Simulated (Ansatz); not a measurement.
# B2PLYP/6-31G(d) (spherical functions) run of C5H12Si (SMILES C=C[Si](C)(C)C)

Aim: the electronic atomisation energy of C5H12Si at B2PLYP/6-31G* (spherical functions), from 4 runs. 

The calculation is run with Ansatz 0.2.0.

31 further runs of the same task are left out: 31 set aside as unsound or not needed.

## 1. The structure to begin with

C5H12Si has 18 atoms, charge 0, and is taken as a singlet. SMILES: `C=C[Si](C)(C)C`. The shape is that of a PBE0-D4/def2-TZVP optimisation. This is one conformer, not always the lowest.

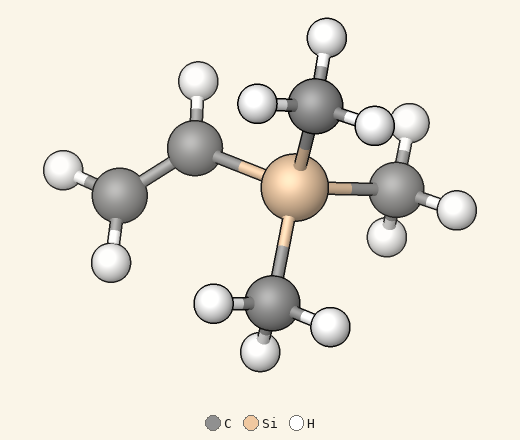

The structure, seen from a chosen angle (carbon grey, silicon light orange, hydrogen white).

## 2. A single-point energy at B2PLYP/6-31G(d) (spherical functions)

run.yaml

```yaml
crystal:
  periodic: [false, false, false]
  atoms:
    - symbol: C
      position_ang: [-2.463470, -0.560850, 0.441110]
    - symbol: C
      position_ang: [-1.600000, 0.041460, -0.372240]
    - symbol: Si
      position_ang: [0.250010, 0.097990, -0.111240]
    - symbol: C
      position_ang: [0.693770, -0.817270, 1.461280]
    - symbol: C
      position_ang: [0.791320, 1.889350, 0.012330]
    - symbol: C
      position_ang: [1.095130, -0.702450, -1.581740]
    - symbol: H
      position_ang: [-3.533840, -0.570330, 0.252000]
    - symbol: H
      position_ang: [-2.138230, -1.076560, 1.340760]
    - symbol: H
      position_ang: [-2.008990, 0.536650, -1.254490]
    - symbol: H
      position_ang: [0.218540, -0.365270, 2.335650]
    - symbol: H
      position_ang: [1.775050, -0.792910, 1.621980]
    - symbol: H
      position_ang: [0.389440, -1.865980, 1.413780]
    - symbol: H
      position_ang: [0.321910, 2.383320, 0.866720]
    - symbol: H
      position_ang: [1.875770, 1.963820, 0.132240]
    - symbol: H
      position_ang: [0.516990, 2.446350, -0.887640]
    - symbol: H
      position_ang: [0.807560, -1.752570, -1.676110]
    - symbol: H
      position_ang: [0.825840, -0.197420, -2.513330]
    - symbol: H
      position_ang: [2.183160, -0.657310, -1.481070]
basis:
  gaussian:
    orbitals: 6-31G_st_-spherical.json
hamiltonian:
  xc: {name: B2PLYP}
correlation:
  frozen_orbitals: {C: 1, H: 0, Si: 5}
accuracy: high
output:
  orbitals: {seedname: orbitals}
```

The basis set 6-31G* is read from a file made from the Basis Set Exchange's data (not shown).

Started as:

```console
$ ansatz run run.yaml --threads 1 --pin off --max-ram 3480MiB --events-out events.jsonl --progress --plain --runs-dir runs
```

Standard output:

```text
Warning: RAYON_NUM_THREADS=1 ignored (pool sized by the plan → 1); use --threads N
Functional definition: B2PLYP
  name "B2PLYP"
  parameter a = 0.53
  parameter c = 0.27
  exchange = (1 - a)*b88_x + a*exact_x
  correlation = (1 - c)*lyp_c + c*(mp2_os + mp2_ss)
2859 factors; integrals over basis functions are off by at most 4.2e-9 eV
mean field evaluation 1: about -13233.8812 eV, gradient 5.4e1 eV
mean field evaluation 2: about -13233.9511 eV, gradient 5.4e1 eV
mean field evaluation 4: about -13240.9461 eV, gradient 2.2e0 eV
mean field evaluation 8: about -13240.9659 eV, gradient 1.7e-1 eV
mean field evaluation 16: about -13240.9660 eV, gradient 1.7e-5 eV
mean field -13240.96599247 eV, -486.5965251741 hartree, gradient 4.3e-8 eV, S^2 0.000000; 0 other end points of the search recorded, 0 dependent functions left out
10 core orbitals not correlated: weight in the atoms' cores, before any rotation towards them, 1.000 or more for the frozen orbitals, at most 0.000 for the correlated occupied ones
reference -13240.96602091 eV, -486.5965262192 hartree; 18, 18 occupied and 84, 84 virtual orbitals, 2859 factors
second order -24.17458743 eV of doubles, -0.00000000 eV of singles
Total energy: -13247.49315951 eV, -486.8363941387 hartree
```

Run time: 14 s. Hardware: 1 thread of Intel Xeon 6975P-C (Granite Rapids), shared host; peak memory 0.52 GiB.

## 3. The C atom

molecule.yaml

```yaml
crystal:
  periodic: [false, false, false]
  atoms:
    - {symbol: C, position_ang: [0.000000, 0.000000, 0.000000]}
basis:
  gaussian: {orbitals: 6-31G_st_-spherical.json}
magnetization: {spin_polarized: true, initial_magnetization: 2}
hamiltonian: {xc: {name: B2PLYP}}
correlation: {frozen_orbitals: {C: 1}}
accuracy: high
```

The basis set 6-31G* is read from a file made from the Basis Set Exchange's data (not shown).

Run the same way, it converges to -37.80871 Eh (log not shown).

## 4. The H atom, same level

in.yaml

```yaml
crystal:
  periodic: [false, false, false]
  atoms:
    - {symbol: H, position_ang: [0.000000, 0.000000, 0.000000]}
basis:
  gaussian:
    orbitals: "6-31G*"
magnetization:
  spin_polarized: true
  initial_magnetization: 1
hamiltonian:
  xc: {name: B2PLYP}
correlation:
  frozen_orbitals: {H: 0}
accuracy: high
```

Run the same way, it converges to -0.49692 Eh (log not shown).

## 5. The Si atom at the same level

job.yaml

```yaml
crystal:
  periodic: [false, false, false]
  atoms:
    - symbol: Si
      position_ang: [0.000000, 0.000000, 0.000000]
basis:
  gaussian:
    orbitals: 6-31G_st_-spherical.json
total_charge: 0
magnetization:
  spin_polarized: true
  initial_magnetization: 2
hamiltonian:
  xc: {name: B2PLYP}
correlation:
  frozen_orbitals: {Si: 5}
accuracy: high
```

The basis set 6-31G* is read from a file made from the Basis Set Exchange's data (not shown).

Started as:

```console
$ ansatz run job.yaml --threads 1 --pin off --max-ram 3480MiB --events-out events.jsonl --progress --plain --runs-dir runs
```

Standard output (excerpt; [...] marks lines left out):

```text
Warning: RAYON_NUM_THREADS=1 ignored (pool sized by the plan → 1); use --threads N
[... 2 set-up lines as earlier in the session ...]
[...]
141 factors; integrals over basis functions are off by at most 2.6e-9 eV
[...]
mean field -7869.90108606 eV, -289.2135305023 hartree, gradient 1.3e-8 eV, S^2 2.003190; 0 other end points of the search recorded, 0 dependent functions left out
5 core orbitals not correlated: weight in the atoms' cores, before any rotation towards them, 1.000 or more for the frozen orbitals, at most 0.000 for the correlated occupied ones
reference -7869.90109953 eV, -289.2135309970 hartree; 3, 1 occupied and 10, 12 virtual orbitals, 141 factors
second order -1.38459771 eV of doubles, -0.00000000 eV of singles
Total energy: -7870.27494091 eV, -289.2272694144 hartree
```

Run time: 0.38 s. Hardware: 1 thread of Intel Xeon 6975P-C (Granite Rapids), shared host.

## 6. Outcome

Level: B2PLYP/6-31G* (spherical functions), 10 core orbitals frozen.

| quantity | value |
| --- | --- |
| molecule: total energy | -486.83639 Eh |
| molecule: HOMO energy (SCF part's orbitals) | -8.24 eV |
| molecule: LUMO energy (SCF part's orbitals) | 1.89 eV |
| molecule: HOMO–LUMO gap (SCF part's orbitals) | 10.13 eV |
| C atom: total energy | -37.80871 Eh |
| C atom: ⟨S²⟩ | 2.003 |
| H atom: total energy | -0.49692 Eh |
| H atom: ⟨S²⟩ | 0.750 |
| Si atom: total energy | -289.22727 Eh |
| Si atom: ⟨S²⟩ | 2.003 |
| electronic atomisation energy | 70.819 eV |

Taking the molecule apart into free atoms costs 70.82 eV (1633 kcal/mol), before zero-point energy and without spin-orbit coupling.
